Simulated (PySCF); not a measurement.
# NEVPT2(3,3)/STO-3G run of SiF3 (trifluorosilyl)

Aim: the energy change on altering one bond length of SiF3 (trifluorosilyl) at NEVPT2(3,3)/STO-3G, from 2 runs. The job is set up through a Python script.

Program for the calculation: PySCF 2.14.0.

20 further runs of the same task are left out: 9 that didn't finish, 11 set aside as unsound or not needed.

## Step 1: The molecule

SiF3: 4 atoms, total charge 0, spin state doublet. SMILES: `F[Si](F)F`. Geometry: relaxed at GFN2-xTB.

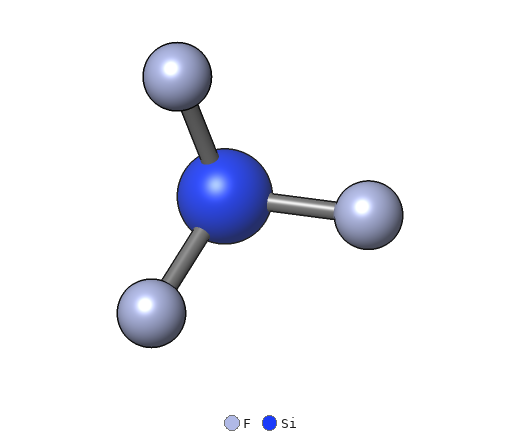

The structure, seen from a chosen angle (fluorine light blue, silicon blue).

## Step 2: The energy at NEVPT2(3,3)/STO-3G

The input, run.py:

```python
import numpy
from pyscf import gto, scf, mp, mcscf, mrpt

system = gto.M(
    atom='F 0.787890 -0.508980 1.119030; Si -0.325240 0.244050 0.268860; F -0.962750 -0.889100 -0.646850; F 0.500100 1.154030 -0.741040',
    charge=0,
    max_memory=1860,
    verbose=3,
    spin=1,
    basis='sto-3g',
)

myscf = scf.ROHF(system)
myscf.conv_tol = 1e-10
myscf.kernel()
if not myscf.converged:
    myscf = myscf.newton().run(myscf.mo_coeff, myscf.mo_occ)

pt = mp.MP2(scf.addons.convert_to_uhf(myscf)).run()
noons, natorbs = mcscf.addons.make_natural_orbitals(pt)
print('natural occupations', numpy.round(noons[:40], 4))
cas = mcscf.CASSCF(myscf, 3, 3)
cas.fix_spin_(ss=0.75)
cas.natorb = True
cas.kernel(natorbs)
e_pt2 = mrpt.NEVPT(cas).kernel()
energy = cas.e_tot + e_pt2
print('E(%s) = %.9f' % ('NEVPT2', energy))
```

On the command line:

```
$ OMP_NUM_THREADS=1 python run.py
```

Standard output:

```text
converged SCF energy = -579.726703195573
E(UMP2) = -579.801393291337  E_corr = -0.0746900957642324
E(SCS-UMP2) = -579.80241598697  E_corr = -0.0757127913968732
natural occupations [2.     2.     2.     2.     2.     1.9999 1.9998 1.9998 1.9996 1.9996
 1.9995 1.9965 1.9965 1.9964 1.9961 1.9952 1.9952 1.9917 1.9833 1.9833
 1.0089 0.0213 0.0186 0.0186]
CASSCF energy = -579.741462289246
CASCI E = -579.741462289246  E(CI) = -2.84042084840837  S^2 = 0.7500000
Sr    (-1)',   E = -0.00011111564359
Si    (+1)',   E = -0.00330387562964
Sijrs (0)  ,   E = -0.02300134835982
Sijr  (+1) ,   E = -0.01946486836042
Srsi  (-1) ,   E = -0.00324787080702
Srs   (-2) ,   E = -0.00056477208973
Sij   (+2) ,   E = -0.00301535217134
Sir   (0)' ,   E = -0.01053659944629
Nevpt2 Energy = -0.063245802507845
E(NEVPT2) = -579.804708092
```

It took 1.5 s on 1 thread of Arm Neoverse V1, shared host; peak memory 0.12 GiB.

## Step 3: The distorted shape

The input, run.py:

```python
import numpy
from pyscf import gto, scf, mp, mcscf, mrpt

molecule = gto.M(
    atom='F 2.791520 -1.864431 2.649333; Si -0.325240 0.244050 0.268860; F -0.962750 -0.889100 -0.646850; F 0.500100 1.154030 -0.741040',
    basis='sto-3g',
    max_memory=1860,
    spin=1,
    verbose=4,
)

myscf = molecule.ROHF()
myscf.conv_tol = 1e-10
myscf.kernel()
if not myscf.converged:
    myscf = myscf.newton().run(myscf.mo_coeff, myscf.mo_occ)

pt = mp.MP2(scf.addons.convert_to_uhf(myscf)).run()
noons, natorbs = mcscf.addons.make_natural_orbitals(pt)
print('natural occupations', numpy.round(noons[:40], 4))
cas = mcscf.CASSCF(myscf, 3, 3)
cas.fix_spin_(ss=0.75)
cas.natorb = True
cas.kernel(natorbs)
e_pt2 = mrpt.NEVPT(cas).kernel()
e_final = cas.e_tot + e_pt2
print(f'total energy: {e_final:.8f} hartree')
```

On the command line:

```
$ OMP_NUM_THREADS=1 python run.py
```

Standard output:

```text
PySCF version 2.14.0

[INPUT] num. atoms = 4
[INPUT] num. electrons = 41
[INPUT] charge = 0
[INPUT] spin (= nelec alpha-beta = 2S) = 1
[INPUT] symmetry False subgroup None
[INPUT] Mole.unit = angstrom
[INPUT] Symbol           X                Y                Z      unit          X                Y                Z       unit  Magmom
[INPUT]  1 F      2.791520000000  -1.864431000000   2.649333000000 AA    5.275208271246  -3.523263968149   5.006513782772 Bohr   0.0
[INPUT]  2 Si    -0.325240000000   0.244050000000   0.268860000000 AA   -0.614614524754   0.461187660700   0.508071765851 Bohr   0.0
[INPUT]  3 F     -0.962750000000  -0.889100000000  -0.646850000000 AA   -1.819333826425  -1.680155497351  -1.222369343675 Bohr   0.0
[INPUT]  4 F      0.500100000000   1.154030000000  -0.741040000000 AA    0.945052034895   2.180800639532  -1.400362647348 Bohr   0.0

nuclear repulsion = 132.724062444708
number of shells = 14
number of NR pGTOs = 72
number of NR cGTOs = 24
basis = sto-3g
ecp = {}

******** <class 'pyscf.scf.rohf.ROHF'> ********
method = ROHF
initial guess = minao
damping factor = 0
level_shift factor = 0
DIIS = <class 'pyscf.scf.diis.CDIIS'>
diis_start_cycle = 1
diis_space = 8
diis_damp = 0
SCF conv_tol = 1e-10
SCF conv_tol_grad = None
SCF max_cycles = 50
direct_scf = True
direct_scf_tol = 1e-13
num. doubly occ = 20  num. singly occ = 1
Set gradient conv threshold to 1e-05
init E= -578.92358240679
  HOMO = -0.297199587200287  LUMO = 0.0500250553488279  gap/eV = 9.44846
cycle= 1 E= -579.04821716939  delta_E= -0.125  |g|= 0.464  |ddm|= 1.73

WARN: HOMO 0.264896079481496 >= LUMO 0.240211472356103

cycle= 2 E= -574.076109982953  delta_E= 4.97  |g|= 0.296  |ddm|= 3.66
  HOMO = 0.180108876672402  LUMO = 0.453781258736971  gap/eV = 7.44700
cycle= 3 E= -579.158959119609  delta_E= -5.08  |g|= 0.213  |ddm|= 3.63
  HOMO = 0.0183136524228888  LUMO = 0.313356655747501  gap/eV = 8.02853
cycle= 4 E= -579.167246108408  delta_E= -0.00829  |g|= 0.159  |ddm|= 0.0829

WARN: HOMO 0.326139661595177 >= LUMO 0.168921565767148

cycle= 5 E= -574.085909851436  delta_E= 5.08  |g|= 0.261  |ddm|= 3.62

WARN: HOMO 0.132919647735672 >= LUMO 0.132933384059492

cycle= 6 E= -577.184447832146  delta_E= -3.1  |g|= 0.256  |ddm|= 2.25
  HOMO = 0.118583892131375  LUMO = 0.142396269272597  gap/eV = 0.64797
cycle= 7 E= -577.184840044956  delta_E= -0.000392  |g|= 0.254  |ddm|= 0.0116
  HOMO = 0.0997535923015361  LUMO = 0.131379908580392  gap/eV = 0.86060
cycle= 8 E= -577.185788635495  delta_E= -0.000949  |g|= 0.251  |ddm|= 0.39
  HOMO = 0.100549208436904  LUMO = 0.130609487688129  gap/eV = 0.81798
cycle= 9 E= -577.185952961719  delta_E= -0.000164  |g|= 0.25  |ddm|= 0.17

WARN: HOMO 0.0670853800853807 >= LUMO 0.0619057131700807

cycle= 10 E= -579.661559972469  delta_E= -2.48  |g|= 0.0888  |ddm|= 2.33
  HOMO = 0.0664499494794302  LUMO = 0.103810661607301  gap/eV = 1.01664
cycle= 11 E= -579.663024119357  delta_E= -0.00146  |g|= 0.0738  |ddm|= 0.0329
  HOMO = -0.0444850074521338  LUMO = 0.222733950067436  gap/eV = 7.27140
cycle= 12 E= -579.666005185725  delta_E= -0.00298  |g|= 0.0207  |ddm|= 0.119
  HOMO = -0.111023744585648  LUMO = 0.250586180223235  gap/eV = 9.83991
cycle= 13 E= -579.666218052106  delta_E= -0.000213  |g|= 0.00532  |ddm|= 0.0355
  HOMO = -0.125953836495273  LUMO = 0.253047706849343  gap/eV = 10.31316
cycle= 14 E= -579.666237939923  delta_E= -1.99e-05  |g|= 0.00199  |ddm|= 0.0099
  HOMO = -0.134001680625903  LUMO = 0.254388874240995  gap/eV = 10.56865
cycle= 15 E= -579.666241215068  delta_E= -3.28e-06  |g|= 0.000907  |ddm|= 0.00505
  HOMO = -0.133342576625712  LUMO = 0.254276681528677  gap/eV = 10.54766
cycle= 16 E= -579.666238449093  delta_E= 2.77e-06  |g|= 0.00143  |ddm|= 0.00613
  HOMO = -0.132835536114018  LUMO = 0.254188235780679  gap/eV = 10.53145
cycle= 17 E= -579.666242221504  delta_E= -3.77e-06  |g|= 0.000365  |ddm|= 0.00474
  HOMO = -0.131201558334546  LUMO = 0.253905267423398  gap/eV = 10.47929
cycle= 18 E= -579.666242311466  delta_E= -9e-08  |g|= 0.000104  |ddm|= 0.000688
  HOMO = -0.131198503046422  LUMO = 0.253906723694931  gap/eV = 10.47925
cycle= 19 E= -579.666242324586  delta_E= -1.31e-08  |g|= 3.1e-05  |ddm|= 0.000275
  HOMO = -0.131195906981317  LUMO = 0.253906006749026  gap/eV = 10.47916
cycle= 20 E= -579.666242325775  delta_E= -1.19e-09  |g|= 1.25e-05  |ddm|= 0.000108
  HOMO = -0.131195978882049  LUMO = 0.253906024725924  gap/eV = 10.47916
cycle= 21 E= -579.66624232591  delta_E= -1.35e-10  |g|= 8.01e-06  |ddm|= 4.09e-05
  HOMO = -0.131195903511856  LUMO = 0.253906039909802  gap/eV = 10.47916
cycle= 22 E= -579.666242326003  delta_E= -9.35e-11  |g|= 1.47e-06  |ddm|= 1.91e-05
  HOMO = -0.131195884968496  LUMO = 0.253906042844002  gap/eV = 10.47916
Extra cycle  E= -579.666242326005  delta_E= -1.82e-12  |g|= 1.33e-06  |ddm|= 5.17e-06
converged SCF energy = -579.666242326005

******** <class 'pyscf.mp.ump2.UMP2'> ********
nocc = (np.int64(21), np.int64(20)), nmo = (24, 24)
E(UMP2) = -579.738646356312  E_corr = -0.0724040303072112
E(SCS-UMP2) = -579.739310864764  E_corr = -0.0730685387591251
E_corr(same-spin) = -0.015941881857148
E_corr(oppo-spin) = -0.0564621484500632
natural occupations [2.     2.     2.     2.     2.     2.     2.     2.     1.9999 1.9998
 1.9998 1.9997 1.9997 1.997  1.9965 1.9914 1.9893 1.987  1.9826 1.9778
 1.     0.0323 0.0237 0.0236]

******** <class 'pyscf.mcscf.mc1step.CASSCF'> ********
CAS (2e+1e, 3o), ncore = 19, nvir = 2
max_cycle_macro = 50
max_cycle_micro = 4
conv_tol = 1e-07
conv_tol_grad = None
orbital rotation max_stepsize = 0.02
orbital rotation threshold for CI restart = 0.01
augmented hessian ah_max_cycle = 30
augmented hessian ah_conv_tol = 1e-12
augmented hessian ah_linear dependence = 1e-14
augmented hessian ah_level shift = 1e-08
augmented hessian ah_start_tol = 2.5
augmented hessian ah_start_cycle = 3
augmented hessian ah_grad_trust_region = 3
kf_trust_region = 3
kf_interval = 4
ci_response_space = 4
ci_grad_trust_region = 3
with_dep4 0
natorb = True
canonicalization = True
sorting_mo_energy = False
ao2mo_level = 2
internal_rotation = False
******** <class 'pyscf.fci.addons.SpinPenaltyFCISolver'> ********
max. cycles = 50
conv_tol = 1e-08
davidson only = True
linear dependence = 1e-12
level shift = 0.001
max iter space = 12
nroots = 1
pspace_size = 400
spin = None
CASCI E = -579.669240867880  S^2 = 0.7500000
Set conv_tol_grad to 0.000316228
macro iter   1 ( 21 JK    4 micro), CASSCF E = -579.671915208563  dE = -2.67434068e-03  S^2 = 0.7500000
               |grad[o]|=0.00766  |grad[c]|=0.00528  |ddm|=0.00998  |maxRot[o]|=0.159
macro iter   2 ( 21 JK    4 micro), CASSCF E = -579.673779237071  dE = -1.86402851e-03  S^2 = 0.7500000
               |grad[o]|=0.00908  |grad[c]|=0.00789  |ddm|=0.0132  |maxRot[o]|=0.114
macro iter   3 ( 21 JK    4 micro), CASSCF E = -579.675506810447  dE = -1.72757338e-03  S^2 = 0.7500000
               |grad[o]|=0.00742  |grad[c]|=0.00456  |ddm|=0.00367  |maxRot[o]|=0.159
macro iter   4 ( 20 JK    4 micro), CASSCF E = -579.675943344475  dE = -4.36534029e-04  S^2 = 0.7500000
               |grad[o]|=0.004  |grad[c]|=0.00885  |ddm|=0.00524  |maxRot[o]|=0.0879
macro iter   5 ( 21 JK    4 micro), CASSCF E = -579.675964374597  dE = -2.10301214e-05  S^2 = 0.7500000
               |grad[o]|=0.0022  |grad[c]|=0.00356  |ddm|=0.00142  |maxRot[o]|=0.00605
macro iter   6 ( 21 JK    4 micro), CASSCF E = -579.675982875668  dE = -1.85010714e-05  S^2 = 0.7500000
               |grad[o]|=0.00206  |grad[c]|=0.00355  |ddm|=0.00144  |maxRot[o]|=0.0059
macro iter   7 ( 21 JK    4 micro), CASSCF E = -579.675999247338  dE = -1.63716697e-05  S^2 = 0.7500000
               |grad[o]|=0.00192  |grad[c]|=0.00354  |ddm|=0.00146  |maxRot[o]|=0.0058
macro iter   8 ( 21 JK    4 micro), CASSCF E = -579.676013677764  dE = -1.44304263e-05  S^2 = 0.7500000
               |grad[o]|=0.0018  |grad[c]|=0.00353  |ddm|=0.00147  |maxRot[o]|=0.00575
macro iter   9 ( 21 JK    4 micro), CASSCF E = -579.676026348229  dE = -1.26704648e-05  S^2 = 0.7500000
               |grad[o]|=0.00168  |grad[c]|=0.00353  |ddm|=0.00148  |maxRot[o]|=0.00575
macro iter  10 ( 21 JK    4 micro), CASSCF E = -579.676037487668  dE = -1.11394393e-05  S^2 = 0.7500000
               |grad[o]|=0.00157  |grad[c]|=0.00353  |ddm|=0.0015  |maxRot[o]|=0.00585
macro iter  11 ( 21 JK    4 micro), CASSCF E = -579.676047502340  dE = -1.00146714e-05  S^2 = 0.7500000
               |grad[o]|=0.00146  |grad[c]|=0.00353  |ddm|=0.00154  |maxRot[o]|=0.0062
macro iter  12 ( 21 JK    4 micro), CASSCF E = -579.676059584755  dE = -1.20824153e-05  S^2 = 0.7500000
               |grad[o]|=0.00135  |grad[c]|=0.00355  |ddm|=0.00165  |maxRot[o]|=0.0077
macro iter  13 ( 21 JK    4 micro), CASSCF E = -579.676092866987  dE = -3.32822323e-05  S^2 = 0.7500000
               |grad[o]|=0.00121  |grad[c]|=0.004  |ddm|=0.00257  |maxRot[o]|=0.0184
macro iter  14 ( 19 JK    4 micro), CASSCF E = -579.676103962131  dE = -1.10951433e-05  S^2 = 0.7500000
               |grad[o]|=0.000693  |grad[c]|=0.000996  |ddm|=0.00124  |maxRot[o]|=0.0438
macro iter  15 (  6 JK    2 micro), CASSCF E = -579.676111298416  dE = -7.33628531e-06  S^2 = 0.7500000
               |grad[o]|=0.000321  |grad[c]|=0.00135  |ddm|=0.000784  |maxRot[o]|= 0.05
macro iter  16 (  9 JK    2 micro), CASSCF E = -579.676111369028  dE = -7.06121455e-08  S^2 = 0.7500000
               |grad[o]|=0.000207  |grad[c]|=8.02e-05  |ddm|=0.000105  |maxRot[o]|=0.00159
1-step CASSCF converged in  16 macro (306 JK  60 micro) steps
CASSCF canonicalization
Natural occ [1.96685538 1.         0.03314462]
Natural orbital (expansion on meta-Lowdin AOs) in CAS space
               #1        #2        #3
0 F 1s           0.00000   0.00000   0.00000
0 F 2s          -0.00017   0.00000  -0.00028
0 F 2px          0.00047  -0.58515   0.00076
0 F 2py         -0.00032  -0.80972  -0.00051
0 F 2pz          0.00032   0.04431   0.00062
1 Si 1s          0.00048  -0.00000  -0.00000
1 Si 2s          0.01342   0.00000   0.00000
1 Si 3s          0.84437  -0.00000   0.00013
1 Si 2px         0.00058   0.00000  -0.01327
1 Si 2py        -0.00070   0.00000   0.00967
1 Si 2pz        -0.00594   0.00000  -0.00243
1 Si 3px        -0.04719  -0.00002   0.74127
1 Si 3py         0.05611  -0.00003  -0.53830
1 Si 3pz         0.48162   0.00000   0.13527
2 F 1s           0.00105   0.00000   0.00004
2 F 2s          -0.07951  -0.00001  -0.00206
2 F 2px          0.01804  -0.00001  -0.21613
2 F 2py          0.01284  -0.00002   0.15037
2 F 2pz         -0.13424  -0.00003  -0.04205
3 F 1s           0.00105  -0.00000  -0.00004
3 F 2s          -0.07937   0.00001   0.00219
3 F 2px          0.00804  -0.00001  -0.21692
3 F 2py         -0.04308  -0.00001   0.15094
3 F 2pz         -0.12820   0.00003  -0.03519
<CAS-nat-orb|mo-hf>  20     12       0.44131502
<CAS-nat-orb|mo-hf>  20     20       0.88277094
<CAS-nat-orb|mo-hf>  21     21      -0.99999527
<CAS-nat-orb|mo-hf>  22     22       0.99989515
CASSCF energy = -579.676111369028
CASCI E = -579.676111369028  E(CI) = -2.02881668274347  S^2 = 0.7500000

******** <class 'pyscf.mrpt.nevpt2.NEVPT'> ********
NEVPT2 (2e+1e, 3o), ncore = 19, nvir = 2
root = 0
Natural occ [1.96685538 1.         0.03314462]
Natural orbital (expansion on meta-Lowdin AOs) in CAS space
               #1        #2        #3
0 F 1s           0.00000   0.00000   0.00000
0 F 2s          -0.00017   0.00000  -0.00028
0 F 2px          0.00047  -0.58515   0.00076
0 F 2py         -0.00032  -0.80972  -0.00051
0 F 2pz          0.00032   0.04431   0.00062
1 Si 1s          0.00048  -0.00000  -0.00000
1 Si 2s          0.01342   0.00000   0.00000
1 Si 3s          0.84437  -0.00000   0.00013
1 Si 2px         0.00058   0.00000  -0.01327
1 Si 2py        -0.00070   0.00000   0.00967
1 Si 2pz        -0.00594   0.00000  -0.00243
1 Si 3px        -0.04719  -0.00002   0.74127
1 Si 3py         0.05611  -0.00003  -0.53830
1 Si 3pz         0.48162   0.00000   0.13527
2 F 1s           0.00105   0.00000   0.00004
2 F 2s          -0.07951  -0.00001  -0.00206
2 F 2px          0.01804  -0.00001  -0.21613
2 F 2py          0.01284  -0.00002   0.15037
2 F 2pz         -0.13424  -0.00003  -0.04205
3 F 1s           0.00105  -0.00000  -0.00004
3 F 2s          -0.07937   0.00001   0.00219
3 F 2px          0.00804  -0.00001  -0.21692
3 F 2py         -0.04308  -0.00001   0.15094
3 F 2pz         -0.12820   0.00003  -0.03519
<CAS-nat-orb|mo-hf>  20     12       0.44131502
<CAS-nat-orb|mo-hf>  20     20       0.88277094
<CAS-nat-orb|mo-hf>  21     21      -0.99999527
<CAS-nat-orb|mo-hf>  22     22       0.99989515
Sr    (-1)',   E = -0.00000000014981
Si    (+1)',   E = -0.00000008141718
Sijrs (0)  ,   E = -0.02572496100292
Sijr  (+1) ,   E = -0.02433450305140
Srsi  (-1) ,   E = -0.00203259488928
Srs   (-2) ,   E = -0.00322810954025
Sij   (+2) ,   E = -0.00398980200835
Sir   (0)' ,   E = -0.00271851104006
Nevpt2 Energy = -0.062028563099240
total energy: -579.73813993 hartree
```

It took 2 s on 1 thread of Arm Neoverse V1, shared host; peak memory 0.12 GiB.

## Step 4: Outcome

Level: NEVPT2(3,3)/STO-3G.

| quantity | value |
| --- | --- |
| first shape: total energy | -579.80471 Eh |
| first shape: dipole moment (Hartree–Fock density) | 2.15 D |
| distorted shape: total energy | -579.73814 Eh |
| distorted shape: dipole moment (Hartree–Fock density) | 0.65 D |
| energy change with the F1–Si2 bond stretched from 1.590 to 4.453 Å | 1.811 eV |

With the F1–Si2 bond stretched from 1.590 to 4.453 Å the energy rises by 1.81 eV (42 kcal/mol). The first shape isn't relaxed at this level, so the change isn't measured from a minimum. The minimal basis adds a large error of its own.
